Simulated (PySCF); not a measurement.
# C2Cl4: electronic excitations at several levels of theory

Aim: compute the electronic excitations of C2Cl4 (`ClC(Cl)=C(Cl)Cl`) at several levels, and see how far they spread and what each costs.

Programs: PySCF 2.14.0, with density-fitted response routines of our own. Each step states its level of theory. These are calculated values for one molecule in the gas phase, unless marked as measured. Atoms are numbered from 0 throughout.

### Step 1. The molecule as given

6 atoms, charge 0, multiplicity 1; geometry from: GFN2-xTB.

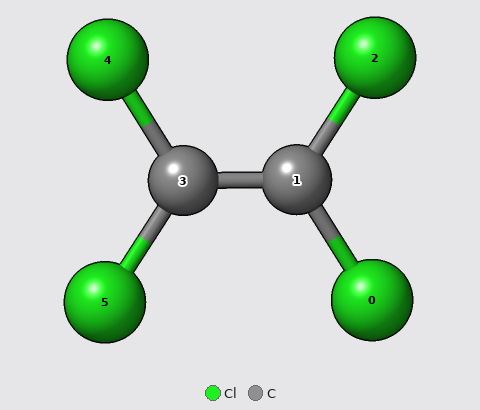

As it starts; chlorine green, carbon grey, atoms numbered.

### Step 2. Relaxing the molecule at PBE0-D3(BJ)/def2-TZVP

The job: settings as JSON, then the geometry in Å.

```
{"job": {"xc": "PBE0", "basis": "def2-TZVP", "d3": "d3bj", "grid": 2, "kind": "geom"}, "charge": 0, "multiplicity": 1}
Cl     0.920750    -1.932630    -0.098400
C      0.620070    -0.251750    -0.001810
Cl     2.003400     0.755500     0.090170
C     -0.621550     0.248080     0.001560
Cl    -0.920650     1.932910     0.093670
Cl    -2.003500    -0.755780    -0.085440
```

Standard output:

```text
step   0  E = -1916.37505863  max force = 0.005780
step   1  E = -1916.37513813  max force = 0.003098
step   2  E = -1916.37522956  max force = 0.001933
step   3  E = -1916.37525157  max force = 0.000510
step   4  E = -1916.37525117  max force = 0.000538
step   5  E = -1916.37525647  max force = 0.000083
optimisation converged
```

Wall time 57 s (8 threads of Arm Neoverse V1, shared host).

Along the way:

```csv
step,energy from step 0 (eV),largest force component (eV/Å)
0,0.0000,0.2972
1,-0.0022,0.1593
2,-0.0047,0.0994
3,-0.0053,0.0262
4,-0.0052,0.0277
5,-0.0054,0.0043
```

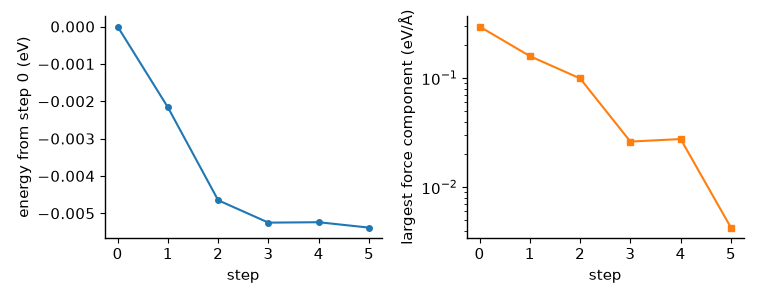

Energy and largest force along the relaxation.

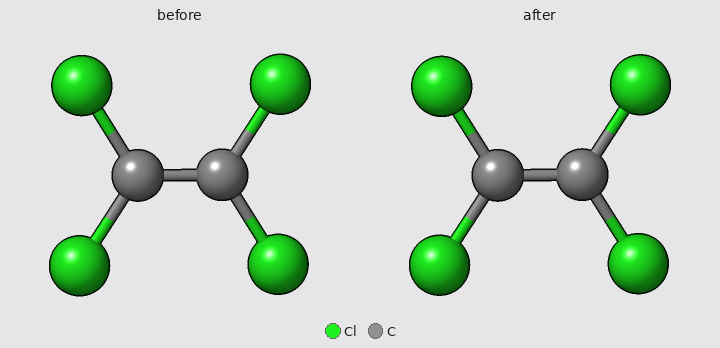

The geometry before (left) and after (right).

Distances of close pairs at the start and the end, largest changes first:

```
  bond  before (Å)  after (Å)  change (Å)
C3–Cl4       1.714      1.703      -0.010
C1–Cl2       1.714      1.703      -0.010
C3–Cl5       1.710      1.703      -0.007
Cl0–C1       1.710      1.703      -0.007
 C1–C3       1.338      1.339      +0.001
```

The end geometry stands in the next job.

```csv
at the end point,value
point group (found at 0.08 Å tolerance),D2h
"rotational constants (GHz, main isotopes)","1.740, 1.409, 0.778"
dipole moment (D),0.00
```

### Step 3. Ultraviolet spectrum: CAM-B3LYP/aug-cc-pVTZ

The job: settings as JSON, then the geometry in Å.

```
{"job": {"kind": "uv", "xc": "CAM-B3LYP", "basis": "aug-cc-pVTZ", "nstates": 14, "ntriplets": 2}, "charge": 0, "multiplicity": 1}
Cl     0.927063    -1.923222    -0.094277
C      0.621053    -0.250269    -0.001697
Cl     1.999717     0.746044     0.085937
C     -0.621527     0.248921     0.001612
Cl    -0.927379     1.921895     0.094308
Cl    -2.000407    -0.747040    -0.086133
```

With the program's defaults for keys left out, this is: TDDFT CAM-B3LYP/aug-cc-pVTZ, vertical, gas phase, core orbitals frozen in the response.

Standard output:

```text
coarse grid: 8672 points
cycle   1  E = -1916.9819125480  dE =  1.175e+00  |g| = 5.593e-01  |ddm| = 4.597e+00
cycle   2  E = -1916.8953044999  dE =  8.661e-02  |g| = 8.555e-01  |ddm| = 1.734e+00
cycle   3  E = -1917.0653464759  dE = -1.700e-01  |g| = 2.586e-02  |ddm| = 1.046e+00
cycle   4  E = -1917.0656132090  dE = -2.667e-04  |g| = 1.135e-02  |ddm| = 8.477e-02
cycle   5  E = -1917.0656523789  dE = -3.917e-05  |g| = 3.383e-03  |ddm| = 1.824e-02
cycle   6  E = -1917.0656566938  dE = -4.315e-06  |g| = 4.322e-04  |ddm| = 6.129e-03
final grid: 69400 points
cycle   7  E = -1917.0913127183  dE = -9.659e-06  |g| = 3.885e-03  |ddm| = 7.316e-02
cycle   8  E = -1917.0913122030  dE =  5.153e-07  |g| = 3.763e-03  |ddm| = 9.621e-03
cycle   9  E = -1917.0913149516  dE = -2.749e-06  |g| = 8.168e-04  |ddm| = 5.187e-03
cycle  10  E = -1917.0913151190  dE = -1.674e-07  |g| = 5.300e-05  |ddm| = 1.013e-03
cycle  11  E = -1917.0913151199  dE = -8.667e-10  |g| = 1.158e-05  |ddm| = 1.107e-04
converged SCF energy = -1917.0913151199

Static polarisability (au): isotropic 81.924, principal 53.668 91.170 100.934

Singlet excitations
state   eV       nm        f      main configurations
  1   5.5035    225.3   0.00000   H->L+2 0.79, H->L+6 0.17
  2   5.9218    209.4   0.40272   H->L 0.97
  3   5.9787    207.4   0.00135   H->L+1 0.46, H->L+4 0.45
  4   6.0827    203.8   0.00000   H->L+3 0.74, H->L+5 0.19
  5   6.5366    189.7   0.03427   H->L+4 0.49, H->L+1 0.44
  6   6.6395    186.7   0.00000   H-1->L 0.99
  7   7.4443    166.5   0.01436   H-1->L+2 0.74, H-1->L+6 0.13
  8   7.4933    165.5   0.00000   H-1->L+4 0.37, H-1->L+1 0.28, H-3->L+3 0.11
  9   7.5246    164.8   0.00416   H-1->L+3 0.50, H-1->L+5 0.15, H-3->L+4 0.10
 10   7.5863    163.4   0.00000   H->L+5 0.76, H->L+3 0.20
 11   7.6216    162.7   0.00000   H->L+6 0.79, H->L+2 0.16
 12   7.6697    161.7   0.00000   H-3->L 0.97
 13   7.7694    159.6   0.11300   H-2->L 0.86
 14   7.8221    158.5   0.00000   H->L+8 0.97

Triplet excitations (Tamm-Dancoff, eV): 3.5634 5.0951
```

Wall time 53 s (8 threads of Arm Neoverse V1, shared host).

The orbitals next to the gap, with their largest atomic shares:

```
orbital      eV                         atoms
 HOMO−3  -11.37  Cl0 20 %, Cl5 20 %, Cl2 20 %
 HOMO−2  -11.14  Cl4 21 %, Cl5 21 %, Cl2 21 %
 HOMO−1  -10.28  Cl4 21 %, Cl2 21 %, Cl5 21 %
   HOMO   -8.61    C1 22 %, C3 22 %, Cl0 14 %
   LUMO   -0.01    C1 28 %, C3 28 %, Cl5 11 %
 LUMO+1    0.41    C1 27 %, C3 27 %, Cl0 11 %
 LUMO+2    0.54  Cl2 17 %, Cl5 17 %, Cl4 17 %
```

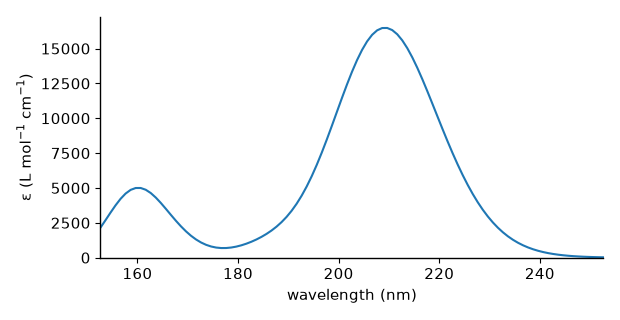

Absorption spectrum: each of the 14 states is a Gaussian band of 0.4 eV half-width at 1/e. Beyond the last state computed it falls off for lack of states.

Further results of this job:

```csv
property,computed
dipole moment (D),0.00
polarisability (Å³),12.14
HOMO–LUMO gap (eV),8.60
−ε(HOMO) (eV),8.61
```

### Step 4. Excited states and response: PBE0/aug-cc-pVTZ

The job: settings as JSON, then the geometry in Å.

```
{"job": {"kind": "uv", "xc": "PBE0", "basis": "aug-cc-pVTZ", "nstates": 14, "ntriplets": 2}, "charge": 0, "multiplicity": 1}
Cl     0.927063    -1.923222    -0.094277
C      0.621053    -0.250269    -0.001697
Cl     1.999717     0.746044     0.085937
C     -0.621527     0.248921     0.001612
Cl    -0.927379     1.921895     0.094308
Cl    -2.000407    -0.747040    -0.086133
```

Method: TDDFT PBE0/aug-cc-pVTZ, vertical, gas phase, core orbitals frozen in the response.

Standard output:

```text
coarse grid: 8672 points
cycle   1  E = -1916.3218654773  dE =  1.063e+00  |g| = 3.893e-01  |ddm| = 4.706e+00
cycle   2  E = -1916.2415407964  dE =  8.032e-02  |g| = 7.030e-01  |ddm| = 1.329e+00
cycle   3  E = -1916.3592335882  dE = -1.177e-01  |g| = 3.578e-02  |ddm| = 8.576e-01
cycle   4  E = -1916.3595137942  dE = -2.802e-04  |g| = 1.341e-02  |ddm| = 6.097e-02
cycle   5  E = -1916.3595577724  dE = -4.398e-05  |g| = 2.621e-03  |ddm| = 1.748e-02
cycle   6  E = -1916.3595595277  dE = -1.755e-06  |g| = 5.802e-04  |ddm| = 3.356e-03
final grid: 69400 points
cycle   7  E = -1916.3919695077  dE = -2.645e-05  |g| = 3.893e-03  |ddm| = 1.112e-01
cycle   8  E = -1916.3919656001  dE =  3.908e-06  |g| = 5.437e-03  |ddm| = 1.408e-02
cycle   9  E = -1916.3919727766  dE = -7.177e-06  |g| = 1.136e-03  |ddm| = 7.723e-03
cycle  10  E = -1916.3919730664  dE = -2.898e-07  |g| = 6.221e-05  |ddm| = 1.245e-03
cycle  11  E = -1916.3919730671  dE = -6.416e-10  |g| = 2.785e-05  |ddm| = 1.128e-04
converged SCF energy = -1916.3919730671

Static polarisability (au): isotropic 82.398, principal 53.406 92.423 101.366

Singlet excitations
state   eV       nm        f      main configurations
  1   5.2899    234.4   0.00000   H->L+1 0.97
  2   5.7145    217.0   0.00069   H->L+2 0.91
  3   5.7689    214.9   0.00000   H->L+3 0.97
  4   5.8293    212.7   0.37078   H->L 0.96
  5   6.3349    195.7   0.00000   H-1->L 1.00
  6   6.4182    193.2   0.03184   H->L+4 0.91
  7   7.1160    174.2   0.01711   H-1->L+1 0.96
  8   7.2978    169.9   0.00000   H-1->L+3 0.71, H-2->L 0.20
  9   7.3113    169.6   0.00000   H->L+5 0.98
 10   7.3260    169.2   0.00000   H-3->L 0.99
 11   7.3414    168.9   0.00000   H-1->L+2 0.73, H-4->L 0.09
 12   7.3738    168.1   0.00000   H->L+6 0.97
 13   7.4678    166.0   0.10203   H-2->L 0.74, H-1->L+3 0.18
 14   7.5402    164.4   0.00003   H-5->L 0.99

Triplet excitations (Tamm-Dancoff, eV): 3.5513 4.8671
```

Wall time 42 s (8 threads of Arm Neoverse V1, shared host).

Key values: HOMO -7.33 eV, LUMO -1.10 eV; lowest singlet 5.29 eV.

### Step 5. TDDFT and polarisability: wB97X-D/aug-cc-pVTZ

The job: settings as JSON, then the geometry in Å.

```
{"job": {"kind": "uv", "xc": "wB97X-D", "basis": "aug-cc-pVTZ", "nstates": 14, "ntriplets": 2}, "charge": 0, "multiplicity": 1}
Cl     0.927063    -1.923222    -0.094277
C      0.621053    -0.250269    -0.001697
Cl     1.999717     0.746044     0.085937
C     -0.621527     0.248921     0.001612
Cl    -0.927379     1.921895     0.094308
Cl    -2.000407    -0.747040    -0.086133
```

Method: TDDFT wB97X-D/aug-cc-pVTZ, vertical, gas phase, core orbitals frozen in the response.

Standard output:

```text
coarse grid: 8672 points
cycle   1  E = -1916.8868018188  dE =  1.211e+00  |g| = 6.061e-01  |ddm| = 4.426e+00
cycle   2  E = -1916.8235406716  dE =  6.326e-02  |g| = 8.394e-01  |ddm| = 1.786e+00
cycle   3  E = -1916.9875855821  dE = -1.640e-01  |g| = 2.871e-02  |ddm| = 1.017e+00
cycle   4  E = -1916.9879794797  dE = -3.939e-04  |g| = 1.173e-02  |ddm| = 8.825e-02
cycle   5  E = -1916.9880309925  dE = -5.151e-05  |g| = 3.504e-03  |ddm| = 2.613e-02
cycle   6  E = -1916.9880367844  dE = -5.792e-06  |g| = 5.696e-04  |ddm| = 9.204e-03
final grid: 69400 points
cycle   7  E = -1917.0380546936  dE = -1.297e-04  |g| = 6.692e-03  |ddm| = 2.077e-01
cycle   8  E = -1917.0380534280  dE =  1.266e-06  |g| = 6.847e-03  |ddm| = 2.220e-02
cycle   9  E = -1917.0380637379  dE = -1.031e-05  |g| = 9.984e-04  |ddm| = 9.133e-03
cycle  10  E = -1917.0380639989  dE = -2.609e-07  |g| = 2.212e-04  |ddm| = 1.664e-03
cycle  11  E = -1917.0380640143  dE = -1.547e-08  |g| = 2.652e-05  |ddm| = 7.450e-04
cycle  12  E = -1917.0380640150  dE = -6.585e-10  |g| = 1.070e-05  |ddm| = 1.340e-04
converged SCF energy = -1917.0380640150

Static polarisability (au): isotropic 82.039, principal 53.985 91.242 100.891

Singlet excitations
state   eV       nm        f      main configurations
  1   5.5267    224.3   0.00000   H->L+2 0.80, H->L+6 0.17
  2   5.9236    209.3   0.39860   H->L 0.97
  3   6.0450    205.1   0.00034   H->L+4 0.53, H->L+1 0.39
  4   6.1152    202.7   0.00000   H->L+3 0.72, H->L+5 0.21
  5   6.6128    187.5   0.00000   H-1->L 0.99
  6   6.7559    183.5   0.03824   H->L+1 0.47, H->L+4 0.41, H->L+9 0.10
  7   7.4808    165.7   0.01306   H-1->L+2 0.76, H-1->L+6 0.13
  8   7.5741    163.7   0.00000   H-1->L+4 0.39, H-1->L+1 0.26, H-3->L+3 0.12
  9   7.5758    163.7   0.00010   H-1->L+3 0.45, H-2->L 0.19, H-1->L+5 0.13
 10   7.6317    162.5   0.00000   H-3->L 0.99
 11   7.7528    159.9   0.11954   H-2->L 0.75, H-1->L+3 0.09
 12   7.8095    158.8   0.00000   H->L+6 0.74, H->L+2 0.14
 13   7.8097    158.8   0.00000   H->L+5 0.72, H->L+3 0.20
 14   7.8473    158.0   0.00001   H-5->L 0.99

Triplet excitations (Tamm-Dancoff, eV): 3.6422 5.1413
```

Run time: 52 s. Hardware: 8 threads of Arm Neoverse V1, shared host.

In short: HOMO -9.11 eV, LUMO 0.65 eV; lowest singlet 5.53 eV.

### Step 6. Ultraviolet spectrum: PBE/aug-cc-pVTZ

The job: settings as JSON, then the geometry in Å.

```
{"job": {"kind": "uv", "xc": "PBE", "basis": "aug-cc-pVTZ", "nstates": 14, "ntriplets": 2}, "charge": 0, "multiplicity": 1}
Cl     0.927063    -1.923222    -0.094277
C      0.621053    -0.250269    -0.001697
Cl     1.999717     0.746044     0.085937
C     -0.621527     0.248921     0.001612
Cl    -0.927379     1.921895     0.094308
Cl    -2.000407    -0.747040    -0.086133
```

With the program's defaults for keys left out, this is: TDDFT PBE/aug-cc-pVTZ, vertical, gas phase, core orbitals frozen in the response.

Standard output:

```text
coarse grid: 8672 points
cycle   1  E = -1916.1896191627  dE =  9.006e-01  |g| = 2.589e-01  |ddm| = 4.987e+00
cycle   2  E = -1916.1649384220  dE =  2.468e-02  |g| = 4.075e-01  |ddm| = 8.570e-01
cycle   3  E = -1916.1998139088  dE = -3.488e-02  |g| = 1.328e-01  |ddm| = 6.004e-01
cycle   4  E = -1916.2041219031  dE = -4.308e-03  |g| = 3.032e-02  |ddm| = 1.951e-01
cycle   5  E = -1916.2043402183  dE = -2.183e-04  |g| = 3.633e-03  |ddm| = 3.896e-02
cycle   6  E = -1916.2043434792  dE = -3.261e-06  |g| = 7.246e-04  |ddm| = 5.153e-03
final grid: 69400 points
cycle   7  E = -1916.2470326824  dE = -2.899e-05  |g| = 7.596e-03  |ddm| = 1.434e-01
cycle   8  E = -1916.2469734300  dE =  5.925e-05  |g| = 1.707e-02  |ddm| = 3.308e-02
cycle   9  E = -1916.2470456105  dE = -7.218e-05  |g| = 1.841e-03  |ddm| = 2.179e-02
cycle  10  E = -1916.2470464056  dE = -7.951e-07  |g| = 2.094e-04  |ddm| = 2.229e-03
cycle  11  E = -1916.2470464127  dE = -7.070e-09  |g| = 1.221e-04  |ddm| = 3.673e-04
cycle  12  E = -1916.2470464157  dE = -3.025e-09  |g| = 6.164e-05  |ddm| = 2.264e-04
cycle  13  E = -1916.2470464167  dE = -1.010e-09  |g| = 3.468e-06  |ddm| = 9.214e-05
cycle  14  E = -1916.2470464168  dE = -5.457e-12  |g| = 8.086e-07  |ddm| = 6.484e-06
converged SCF energy = -1916.2470464168

Static polarisability (au): isotropic 85.659, principal 55.081 96.866 105.029

Singlet excitations
state   eV       nm        f      main configurations
  1   4.8053    258.0   0.00000   H->L+1 1.00
  2   5.1136    242.5   0.00101   H->L+3 0.99
  3   5.1193    242.2   0.00000   H->L+2 0.99
  4   5.4779    226.3   0.30161   H->L 0.93
  5   5.5844    222.0   0.00000   H-1->L 1.00
  6   5.8238    212.9   0.02887   H->L+4 1.00
  7   6.1415    201.9   0.02481   H-1->L+1 0.98
  8   6.3555    195.1   0.00195   H-1->L+2 0.95
  9   6.4421    192.5   0.00000   H-1->L+3 0.91
 10   6.5477    189.4   0.00000   H-3->L 1.00
 11   6.6099    187.6   0.00000   H->L+5 0.99
 12   6.6515    186.4   0.06098   H-2->L 0.88
 13   6.6877    185.4   0.00000   H->L+6 1.00
 14   6.7484    183.7   0.00009   H-5->L 1.00

Triplet excitations (Tamm-Dancoff, eV): 3.5670 4.4569
```

Run time: 26 s. Hardware: 8 threads of Arm Neoverse V1, shared host.

In short: HOMO -6.18 eV, LUMO -1.96 eV; lowest singlet 4.81 eV.

### Step 7. Run by run: electronic excitations

Excitations and ground-state properties, with basis size and wall time:

```
                  run  lowest singlet (eV)  brightest (eV)      f  gap (eV)  α (Å³)  μ (D)  functions  time
CAM-B3LYP/aug-cc-pVTZ                 5.50            5.92  0.403      8.60   12.14   0.00        292  53 s
     PBE0/aug-cc-pVTZ                 5.29            5.83  0.371      6.23   12.21   0.00        292  42 s
  wB97X-D/aug-cc-pVTZ                 5.53            5.92  0.399      9.76   12.16   0.00        292  52 s
      PBE/aug-cc-pVTZ                 4.81            5.48  0.302      4.22   12.69   0.00        292  26 s
```

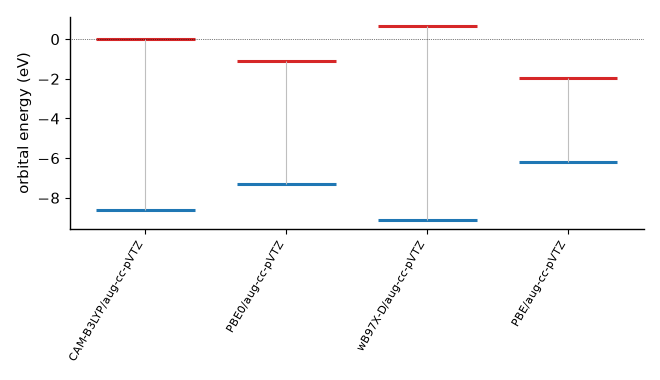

HOMO (blue) and LUMO (red) run by run.

### Step 8. Outcome

| quantity | value |
| --- | --- |
| point group | D2h |
| rotational constants (main isotopes) | 1.74, 1.41, 0.78 GHz |
| lowest singlet (CAM-B3LYP/aug-cc-pVTZ) | 5.50 eV (225 nm), f = 0.000 |
| brightest single state of those computed | state 2, 5.92 eV, f = 0.403 |
| lowest triplet | 3.56 eV |
| range of the lowest singlet | 4.81 to 5.53 eV |

In words: Single values in the summary come from the first run of each kind that ended normally (CAM-B3LYP/aug-cc-pVTZ), which need not be the best level. The optimisation took 5 steps and gained 0.005 eV; among the close pairs (by a distance rule), C3–Cl4 changed most, from 1.714 to 1.703 Å. No frequency check was run at this level, so the end point may be a saddle. The lowest singlet, at 5.50 eV, is HOMO→LUMO+2 0.79, HOMO→LUMO+6 0.17 and is dark; of the 14 states computed, the strongest absorption comes from state 2 at 5.92 eV. The lowest triplet lies 1.94 eV below the lowest singlet (triplets in Tamm-Dancoff, singlets in full TDDFT). The lowest singlet runs from 4.81 eV (PBE/aug-cc-pVTZ) to 5.53 eV (wB97X-D/aug-cc-pVTZ), while the orbital gap spans 4.22 to 9.76 eV: the excitation energy moves far less from run to run than the orbital gap does. The lowest state need not be the same one in every run.
